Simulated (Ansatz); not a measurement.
**Molecular dynamics of GeSiNH$_{6}$ClOF$_{2}$ (part 3 of 5)**

Continued. System: GeSiNH$_{6}$ClOF$_{2}$. Method: RKS PBE/def2-SVP (Ansatz 0.2.0). It belongs to a series of runs on one base structure; here: dynamics from the highest image of the converged band.

Geometry of the input (Å):
```
Ge 0.1775  0.2469  -0.0105
O  0.5123  -0.1361  1.9451
H  -0.3488  -0.2723  2.3901
Cl 1.4710  -1.2968  -0.7712
F  -0.2228  1.1391  -1.4943
F  -1.5065  -0.1535  0.3260
N  1.1295  1.8043  0.7754
H  2.1351  1.7174  0.5569
Si 0.4854  3.4524  0.4273
H  0.8400  3.8967  -0.9574
H  -0.9965  3.3721  0.6245
H  1.0912  4.3931  1.4308
H  0.8755  1.0460  1.7959
```

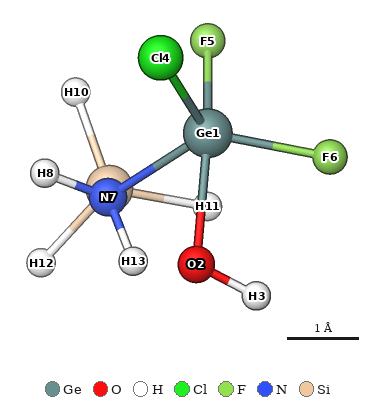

*The geometry at step 41 of the log (ball-and-stick view, seen at an oblique angle; atoms are numbered from 1 in the order of the input).*

## Trajectory as extended XYZ, continued
```
13
Properties=species:S:1:pos:R:3:forces:R:3 step=7 time_fs=3.5 energy=-85943.14054 temperature=78.2
Ge    0.1801    0.2445   -0.0060   -0.0645   0.0923   0.0224
O     0.5155   -0.1391    1.9481    0.0939   0.0891  -0.0342
H    -0.3706   -0.2575    2.3385   -0.1436  -0.0484   0.2020
Cl    1.4691   -1.2916   -0.7742    0.0378  -0.0691  -0.0289
F    -0.2144    1.1501   -1.4865   -0.0278  -0.0461  -0.0022
F    -1.5113   -0.1488    0.3236    0.1051   0.0046   0.0325
N     1.1200    1.7965    0.7658   -0.0352   0.1436   0.4162
H     2.1188    1.7248    0.5286    0.1656  -0.0449  -0.0187
Si    0.4802    3.4461    0.4198    0.3725   0.1219   0.0128
H     0.8893    3.8540   -0.9640   -0.1404   0.0465   0.0309
H    -0.9824    3.3932    0.6600   -0.2600  -0.0300  -0.0928
H     1.0874    4.4025    1.4162    0.0134  -0.0779  -0.0499
H     0.8953    1.0609    1.8367   -0.1168  -0.1818  -0.4901
13
Properties=species:S:1:pos:R:3:forces:R:3 step=10 time_fs=5.0 energy=-85943.12554 temperature=67.7
Ge    0.1811    0.2435   -0.0040   -0.1137   0.1007  -0.0087
O     0.5172   -0.1401    1.9492   -0.3333   0.0134   0.1224
H    -0.3869   -0.2530    2.3236    0.2580   0.0021   0.0729
Cl    1.4683   -1.2894   -0.7755    0.0562  -0.0984  -0.0426
F    -0.2108    1.1548   -1.4832   -0.0414  -0.0649  -0.0064
F    -1.5133   -0.1468    0.3226    0.1411   0.0056   0.0422
N     1.1158    1.7935    0.7625    0.2196   0.1793   0.4545
H     2.1178    1.7265    0.5157   -0.0297  -0.0389   0.0356
Si    0.4784    3.4435    0.4166    0.3622   0.1397   0.0250
H     0.9064    3.8371   -0.9659   -0.1875   0.0672   0.0281
H    -0.9843    3.4014    0.6725   -0.2230  -0.0371  -0.1411
H     1.0861    4.4041    1.4084    0.0300  -0.0835  -0.0432
H     0.9003    1.0619    1.8394   -0.1383  -0.1852  -0.5388
13
Properties=species:S:1:pos:R:3:forces:R:3 step=14 time_fs=7.0 energy=-85943.11318 temperature=59.0
Ge    0.1825    0.2423   -0.0014   -0.2073   0.0771  -0.0994
O     0.5187   -0.1415    1.9510   -0.5863  -0.0867   0.1356
H    -0.3994   -0.2469    2.3063    0.4659   0.0258   0.0436
Cl    1.4674   -1.2866   -0.7773    0.0811  -0.1340  -0.0601
F    -0.2061    1.1609   -1.4788   -0.0581  -0.0896  -0.0133
F    -1.5156   -0.1442    0.3213    0.1846   0.0087   0.0518
N     1.1108    1.7899    0.7593    0.4717   0.2156   0.4321
H     2.1149    1.7275    0.4999   -0.2089  -0.0357   0.0967
Si    0.4764    3.4402    0.4124    0.1971   0.1331   0.0593
H     0.9228    3.8169   -0.9677   -0.2254   0.0932   0.0000
H    -0.9937    3.4110    0.6843   -0.0550  -0.0447  -0.2089
H     1.0855    4.4036    1.3967    0.0587  -0.0642  -0.0088
H     0.9026    1.0573    1.8255   -0.1182  -0.0985  -0.4286
13
Properties=species:S:1:pos:R:3:forces:R:3 step=17 time_fs=8.5 energy=-85943.11109 temperature=57.5
Ge    0.1834    0.2413    0.0005   -0.2978   0.0335  -0.1953
O     0.5190   -0.1427    1.9525   -0.3629  -0.1331  -0.0423
H    -0.3979   -0.2418    2.2945    0.1999  -0.0069   0.1776
Cl    1.4667   -1.2846   -0.7787    0.0993  -0.1566  -0.0718
F    -0.2027    1.1653   -1.4755   -0.0685  -0.1067  -0.0185
F    -1.5171   -0.1422    0.3205    0.2148   0.0129   0.0556
N     1.1078    1.7876    0.7577    0.4481   0.2438   0.4051
H     2.1082    1.7273    0.4903   -0.1352  -0.0447   0.0951
Si    0.4751    3.4379    0.4093    0.0350   0.1188   0.0898
H     0.9296    3.8039   -0.9689   -0.2337   0.1085  -0.0334
H    -1.0025    3.4171    0.6881    0.0890  -0.0510  -0.2480
H     1.0864    4.4016    1.3877    0.0786  -0.0393   0.0255
H     0.9012    1.0512    1.8042   -0.0666   0.0208  -0.2394
13
Properties=species:S:1:pos:R:3:forces:R:3 step=20 time_fs=10.0 energy=-85943.10466 temperature=53.0
Ge    0.1843    0.2404    0.0023   -0.4013  -0.0302  -0.2927
O     0.5187   -0.1441    1.9540   -0.0040  -0.1696  -0.2706
H    -0.3923   -0.2369    2.2867   -0.2026  -0.0538   0.3435
Cl    1.4661   -1.2827   -0.7802    0.1173  -0.1756  -0.0828
F    -0.1993    1.1697   -1.4722   -0.0770  -0.1214  -0.0236
F    -1.5183   -0.1401    0.3197    0.2385   0.0180   0.0549
N     1.1055    1.7857    0.7567    0.2891   0.2756   0.3756
H     2.0987    1.7261    0.4827    0.0723  -0.0588   0.0593
Si    0.4738    3.4356    0.4062   -0.0896   0.1121   0.1116
H     0.9313    3.7934   -0.9709   -0.2273   0.1179  -0.0659
H    -1.0094    3.4221    0.6865    0.1878  -0.0579  -0.2644
H     1.0890    4.3987    1.3792    0.0902  -0.0165   0.0545
H     0.8985    1.0456    1.7777    0.0065   0.1602   0.0005
13
Properties=species:S:1:pos:R:3:forces:R:3 step=24 time_fs=12.0 energy=-85943.09432 temperature=45.8
Ge    0.1853    0.2392    0.0047   -0.5435  -0.1363  -0.3741
O     0.5184   -0.1463    1.9553    0.0246  -0.2440  -0.3859
H    -0.3917   -0.2321    2.2876   -0.2744  -0.0703   0.3590
Cl    1.4654   -1.2803   -0.7822    0.1412  -0.1964  -0.0975
F    -0.1949    1.1752   -1.4678   -0.0847  -0.1359  -0.0300
F    -1.5196   -0.1374    0.3187    0.2498   0.0240   0.0443
N     1.1031    1.7838    0.7562    0.1595   0.3143   0.2948
H     2.0891    1.7226    0.4744    0.2667  -0.0656   0.0317
Si    0.4720    3.4328    0.4023   -0.1258   0.1365   0.1078
H     0.9260    3.7832   -0.9758   -0.2027   0.1184  -0.0885
H    -1.0125    3.4268    0.6757    0.1968  -0.0663  -0.2406
H     1.0955    4.3944    1.3696    0.0836  -0.0038   0.0691
H     0.8954    1.0440    1.7434    0.1089   0.3256   0.3100
13
Properties=species:S:1:pos:R:3:forces:R:3 step=27 time_fs=13.5 energy=-85943.09491 temperature=46.2
Ge    0.1858    0.2382    0.0063   -0.6382  -0.2189  -0.3651
O     0.5182   -0.1483    1.9558   -0.3582  -0.3000  -0.2939
H    -0.3977   -0.2302    2.2972    0.0948  -0.0484   0.1903
Cl    1.4649   -1.2786   -0.7837    0.1589  -0.2089  -0.1090
F    -0.1918    1.1792   -1.4646   -0.0871  -0.1421  -0.0339
F    -1.5202   -0.1353    0.3180    0.2405   0.0265   0.0287
N     1.1016    1.7830    0.7564    0.2831   0.3256   0.1931
H     2.0879    1.7184    0.4691    0.1903  -0.0502   0.0708
Si    0.4705    3.4307    0.3994   -0.0447   0.1869   0.0718
H     0.9170    3.7785   -0.9816   -0.1766   0.1093  -0.0806
H    -1.0099    3.4286    0.6615    0.1088  -0.0709  -0.1901
H     1.1025    4.3910    1.3642    0.0601  -0.0110   0.0582
H     0.8956    1.0506    1.7247    0.1683   0.4020   0.4598
13
Properties=species:S:1:pos:R:3:forces:R:3 step=31 time_fs=15.5 energy=-85943.10669 temperature=54.5
Ge    0.1862    0.2368    0.0083   -0.7303  -0.3132  -0.2373
O     0.5171   -0.1516    1.9557   -0.7162  -0.2932  -0.1826
H    -0.4013   -0.2294    2.3157    0.4571  -0.0442  -0.0112
Cl    1.4645   -1.2766   -0.7859    0.1803  -0.2202  -0.1235
F    -0.1877    1.1843   -1.4604   -0.0835  -0.1434  -0.0352
F    -1.5205   -0.1325    0.3172    0.2104   0.0271  -0.0005
N     1.1004    1.7826    0.7572    0.5933   0.3043   0.0904
H     2.0918    1.7111    0.4648   -0.0633  -0.0090   0.1617
Si    0.4685    3.4283    0.3957    0.1470   0.2870  -0.0161
H     0.8991    3.7759   -0.9919   -0.1334   0.0865  -0.0392
H    -1.0035    3.4288    0.6365   -0.0789  -0.0746  -0.0949
H     1.1136    4.3860    1.3588    0.0105  -0.0334   0.0245
H     0.9016    1.0728    1.7150    0.2070   0.4260   0.4638
13
Properties=species:S:1:pos:R:3:forces:R:3 step=34 time_fs=17.0 energy=-85943.12814 temperature=69.5
Ge    0.1863    0.2356    0.0097   -0.7697  -0.3680  -0.0591
O     0.5152   -0.1546    1.9554   -0.5573  -0.2144  -0.2450
H    -0.3937   -0.2299    2.3299    0.3117  -0.0851  -0.0056
Cl    1.4643   -1.2752   -0.7877    0.1937  -0.2232  -0.1329
F    -0.1848    1.1879   -1.4573   -0.0745  -0.1390  -0.0310
F    -1.5205   -0.1303    0.3165    0.1777   0.0257  -0.0271
N     1.1005    1.7829    0.7579    0.7138   0.2708   0.1167
H     2.0938    1.7054    0.4653   -0.1452   0.0210   0.1915
Si    0.4671    3.4267    0.3929    0.2703   0.3691  -0.0972
H     0.8823    3.7762   -1.0007   -0.0937   0.0646   0.0030
H    -1.0002    3.4270    0.6152   -0.2005  -0.0759  -0.0191
H     1.1223    4.3815    1.3554   -0.0309  -0.0472  -0.0014
H     0.9111    1.1001    1.7193    0.2047   0.4015   0.3071
13
Properties=species:S:1:pos:R:3:forces:R:3 step=37 time_fs=18.5 energy=-85943.15344 temperature=87.3
Ge    0.1861    0.2343    0.0111   -0.7883  -0.4174   0.1750
O     0.5126   -0.1578    1.9547   -0.1404  -0.1099  -0.4165
H    -0.3799   -0.2322    2.3441   -0.0876  -0.1501   0.1095
Cl    1.4642   -1.2740   -0.7895    0.2048  -0.2214  -0.1417
F    -0.1820    1.1913   -1.4542   -0.0597  -0.1299  -0.0209
F    -1.5203   -0.1281    0.3159    0.1342   0.0228  -0.0576
N     1.1017    1.7836    0.7588    0.6585   0.2446   0.2398
H     2.0930    1.7001    0.4699   -0.0477   0.0394   0.1604
Si    0.4660    3.4254    0.3900    0.3026   0.4404  -0.1751
H     0.8634    3.7778   -1.0094   -0.0473   0.0419   0.0408
H    -1.0011    3.4236    0.5934   -0.2429  -0.0765   0.0475
H     1.1304    4.3760    1.3520   -0.0670  -0.0479  -0.0164
H     0.9250    1.1360    1.7300    0.1807   0.3639   0.0552
13
Properties=species:S:1:pos:R:3:forces:R:3 step=41 time_fs=20.5 energy=-85943.18287 temperature=108.0
Ge    0.1855    0.2325    0.0131   -0.7927  -0.4975   0.5423
O     0.5089   -0.1624    1.9529    0.1612  -0.0291  -0.5578
H    -0.3652   -0.2406    2.3670   -0.3644  -0.2129   0.1522
Cl    1.4643   -1.2726   -0.7920    0.2181  -0.2128  -0.1555
F    -0.1783    1.1957   -1.4501   -0.0318  -0.1108   0.0027
F    -1.5198   -0.1251    0.3149    0.0518   0.0170  -0.1058
N     1.1048    1.7851    0.7606    0.4770   0.2623   0.4222
H     2.0913    1.6943    0.4810    0.2108   0.0510   0.0655
Si    0.4647    3.4242    0.3859    0.1620   0.5024  -0.2569
H     0.8369    3.7813   -1.0197    0.0233   0.0148   0.0673
H    -1.0100    3.4165    0.5661   -0.1426  -0.0756   0.1145
H     1.1388    4.3671    1.3469   -0.0971  -0.0200  -0.0106
H     0.9495    1.1959    1.7451    0.1246   0.3113  -0.2801
13
Properties=species:S:1:pos:R:3:forces:R:3 step=44 time_fs=22.0 energy=-85943.20647 temperature=124.6
Ge    0.1848    0.2309    0.0147   -0.7851  -0.5773   0.8334
O     0.5063   -0.1658    1.9507   -0.0741  -0.0536  -0.4611
H    -0.3623   -0.2521    2.3876   -0.1132  -0.2095  -0.0481
Cl    1.4646   -1.2717   -0.7941    0.2277  -0.2029  -0.1690
F    -0.1756    1.1988   -1.4470   -0.0057  -0.0919   0.0280
F    -1.5194   -0.1229    0.3140   -0.0304   0.0115  -0.1471
N     1.1081    1.7867    0.7627    0.4886   0.3401   0.4011
H     2.0946    1.6913    0.4913    0.2805   0.0666   0.0145
Si    0.4640    3.4237    0.3826   -0.0393   0.5224  -0.2980
H     0.8174    3.7844   -1.0257    0.0790  -0.0012   0.0640
H    -1.0204    3.4093    0.5484    0.0096  -0.0727   0.1509
H     1.1428    4.3599    1.3429   -0.1044   0.0202   0.0111
H     0.9711    1.2488    1.7503    0.0668   0.2483  -0.3799
13
Properties=species:S:1:pos:R:3:forces:R:3 step=47 time_fs=23.5 energy=-85943.22649 temperature=138.6
Ge    0.1838    0.2291    0.0166   -0.7618  -0.6643   1.1153
O     0.5035   -0.1694    1.9479   -0.4057  -0.1158  -0.3213
H    -0.3617   -0.2680    2.4071    0.2304  -0.1811  -0.3137
Cl    1.4649   -1.2709   -0.7962    0.2360  -0.1907  -0.1844
F    -0.1728    1.2018   -1.4439    0.0232  -0.0714   0.0597
F    -1.5190   -0.1206    0.3129   -0.1252   0.0048  -0.1891
N     1.1121    1.7888    0.7654    0.7111   0.4934   0.1072
H     2.1036    1.6897    0.5019    0.1569   0.0965   0.0020
Si    0.4632    3.4236    0.3791   -0.2467   0.5250  -0.3235
H     0.7997    3.7874   -1.0305    0.1319  -0.0122   0.0439
H    -1.0307    3.4005    0.5340    0.1609  -0.0671   0.1796
H     1.1445    4.3532    1.3391   -0.1026   0.0681   0.0393
H     0.9940    1.3069    1.7478   -0.0084   0.1146  -0.2150
13
Properties=species:S:1:pos:R:3:forces:R:3 step=51 time_fs=25.5 energy=-85943.23881 temperature=147.3
Ge    0.1822    0.2264    0.0197   -0.6818  -0.7416   1.4411
O     0.4991   -0.1744    1.9435   -0.4112  -0.1399  -0.3708
H    -0.3534   -0.2953    2.4224    0.2505  -0.1746  -0.4311
Cl    1.4657   -1.2701   -0.7992    0.2401  -0.1715  -0.2024
F    -0.1692    1.2058   -1.4397    0.0603  -0.0485   0.1091
F    -1.5187   -0.1176    0.3112   -0.2566  -0.0078  -0.2351
N     1.1193    1.7930    0.7691    1.0849   0.7804  -0.6589
H     2.1199    1.6910    0.5161   -0.0987   0.1371  -0.0071
Si    0.4618    3.4242    0.3741   -0.4162   0.5116  -0.3407
H     0.7806    3.7911   -1.0354    0.1879  -0.0157   0.0047
H    -1.0387    3.3865    0.5207    0.2696  -0.0564   0.2088
H     1.1434    4.3466    1.3354   -0.0981   0.1238   0.0669
H     1.0240    1.3872    1.7395   -0.1309  -0.1969   0.4153
13
Properties=species:S:1:pos:R:3:forces:R:3 step=54 time_fs=27.0 energy=-85943.24748 temperature=153.5
Ge    0.1807    0.2242    0.0225   -0.5714  -0.7328   1.6207
O     0.4951   -0.1783    1.9395   -0.0446  -0.0647  -0.6043
H    -0.3412   -0.3202    2.4234   -0.1019  -0.2240  -0.2847
Cl    1.4664   -1.2695   -0.8016    0.2343  -0.1563  -0.2099
F    -0.1663    1.2086   -1.4364    0.0821  -0.0404   0.1485
F    -1.5188   -0.1154    0.3096   -0.3488  -0.0218  -0.2553
N     1.1266    1.7974    0.7708    1.1498   0.8881  -1.0348
H     2.1304    1.6953    0.5266   -0.1465   0.1447  -0.0489
Si    0.4604    3.4251    0.3700   -0.4108   0.4986  -0.3478
H     0.7709    3.7935   -1.0389    0.2112  -0.0079  -0.0205
H    -1.0382    3.3746    0.5160    0.2473  -0.0478   0.2238
H     1.1400    4.3447    1.3343   -0.1015   0.1465   0.0676
H     1.0435    1.4432    1.7420   -0.1993  -0.3820   0.7457
13
Properties=species:S:1:pos:R:3:forces:R:3 step=58 time_fs=29.0 energy=-85943.28410 temperature=179.1
Ge    0.1785    0.2208    0.0270   -0.3696  -0.6317   1.7500
O     0.4898   -0.1837    1.9330    0.3526   0.0764  -0.8248
H    -0.3296   -0.3612    2.4160   -0.4769  -0.2968  -0.1020
Cl    1.4675   -1.2690   -0.8050    0.2148  -0.1370  -0.2121
F    -0.1624    1.2124   -1.4317    0.0997  -0.0440   0.2006
F    -1.5195   -0.1124    0.3070   -0.4590  -0.0465  -0.2640
N     1.1389    1.8054    0.7708    0.8370   0.7137  -0.5113
H     2.1403    1.7057    0.5386    0.0452   0.1164  -0.1380
Si    0.4581    3.4268    0.3641   -0.2333   0.4915  -0.3518
H     0.7649    3.7964   -1.0442    0.2103   0.0109  -0.0308
H    -1.0299    3.3572    0.5172    0.0939  -0.0387   0.2307
H     1.1322    4.3470    1.3349   -0.1189   0.1451   0.0350
H     1.0630    1.5054    1.7679   -0.1959  -0.3594   0.2184
13
Properties=species:S:1:pos:R:3:forces:R:3 step=61 time_fs=30.5 energy=-85943.31494 temperature=200.8
Ge    0.1767    0.2181    0.0309   -0.2026  -0.5243   1.7672
O     0.4863   -0.1876    1.9268    0.1810   0.0871  -0.6926
H    -0.3316   -0.3991    2.4072   -0.2909  -0.2505  -0.2200
Cl    1.4686   -1.2687   -0.8078    0.1952  -0.1237  -0.2118
F    -0.1594    1.2151   -1.4279    0.1066  -0.0536   0.2396
F    -1.5207   -0.1103    0.3047   -0.5337  -0.0673  -0.2633
N     1.1498    1.8128    0.7697    0.5178   0.5090   0.2291
H     2.1484    1.7165    0.5444    0.2113   0.0846  -0.1810
Si    0.4561    3.4286    0.3594   -0.0354   0.4965  -0.3442
H     0.7657    3.7989   -1.0490    0.1871   0.0223  -0.0153
H    -1.0210    3.3432    0.5239   -0.0613  -0.0344   0.2216
H     1.1233    4.3523    1.3363   -0.1360   0.1260  -0.0079
H     1.0726    1.5430    1.7939   -0.1390  -0.2716  -0.5214
13
Properties=species:S:1:pos:R:3:forces:R:3 step=64 time_fs=32.0 energy=-85943.34484 temperature=222.0
Ge    0.1749    0.2152    0.0354   -0.0411  -0.4214   1.7260
O     0.4830   -0.1914    1.9197   -0.2210   0.0050  -0.4384
H    -0.3395   -0.4423    2.3934    0.1184  -0.1167  -0.4496
Cl    1.4697   -1.2684   -0.8106    0.1738  -0.1103  -0.2126
F    -0.1562    1.2178   -1.4238    0.1111  -0.0657   0.2801
F    -1.5225   -0.1082    0.3020   -0.5998  -0.0878  -0.2607
N     1.1614    1.8209    0.7690    0.3651   0.3671   0.6303
H     2.1608    1.7292    0.5464    0.2093   0.0638  -0.1686
Si    0.4542    3.4307    0.3544    0.1343   0.5041  -0.3213
H     0.7706    3.8018   -1.0540    0.1491   0.0251   0.0155
H    -1.0133    3.3283    0.5353   -0.1829  -0.0301   0.1948
H     1.1115    4.3604    1.3375   -0.1483   0.1018  -0.0541
H     1.0793    1.5747    1.8093   -0.0680  -0.2349  -0.9415
13
Properties=species:S:1:pos:R:3:forces:R:3 step=68 time_fs=34.0 energy=-85943.41235 temperature=269.3
Ge    0.1724    0.2112    0.0422    0.1538  -0.3055   1.5899
O     0.4781   -0.1965    1.9093   -0.4697  -0.0641  -0.3167
H    -0.3454   -0.5033    2.3599    0.3604   0.0112  -0.5364
Cl    1.4714   -1.2682   -0.8146    0.1425  -0.0905  -0.2145
F    -0.1517    1.2213   -1.4179    0.1157  -0.0834   0.3366
F    -1.5259   -0.1056    0.2981   -0.6643  -0.1129  -0.2553
N     1.1779    1.8326    0.7694    0.4608   0.3103   0.2642
H     2.1832    1.7482    0.5437   -0.0483   0.0519  -0.0831
Si    0.4517    3.4342    0.3473    0.2075   0.4932  -0.2563
H     0.7818    3.8065   -1.0601    0.0858   0.0163   0.0585
H    -1.0092    3.3076    0.5568   -0.2050  -0.0176   0.1237
H     1.0908    4.3745    1.3372   -0.1450   0.0771  -0.1001
H     1.0862    1.6088    1.7999    0.0057  -0.2860  -0.6104
13
Properties=species:S:1:pos:R:3:forces:R:3 step=71 time_fs=35.5 energy=-85943.46646 temperature=307.3
Ge    0.1706    0.2081    0.0478    0.2835  -0.2195   1.4243
O     0.4737   -0.2004    1.9010   -0.2769   0.0228  -0.4454
H    -0.3417   -0.5493    2.3216    0.1527  -0.0381  -0.3604
Cl    1.4728   -1.2681   -0.8177    0.1155  -0.0742  -0.2139
F    -0.1482    1.2237   -1.4130    0.1172  -0.0986   0.3789
F    -1.5294   -0.1037    0.2948   -0.6859  -0.1306  -0.2482
N     1.1911    1.8420    0.7702    0.5514   0.3621  -0.5464
H     2.1995    1.7638    0.5393   -0.2128   0.0353  -0.0203
Si    0.4500    3.4373    0.3418    0.1324   0.4480  -0.1735
H     0.7925    3.8104   -1.0633    0.0367   0.0067   0.0729
H    -1.0111    3.2916    0.5762   -0.1089   0.0006   0.0440
H     1.0717    4.3871    1.3346   -0.1241   0.0721  -0.1131
H     1.0912    1.6272    1.7772    0.0194  -0.3866   0.2010
```
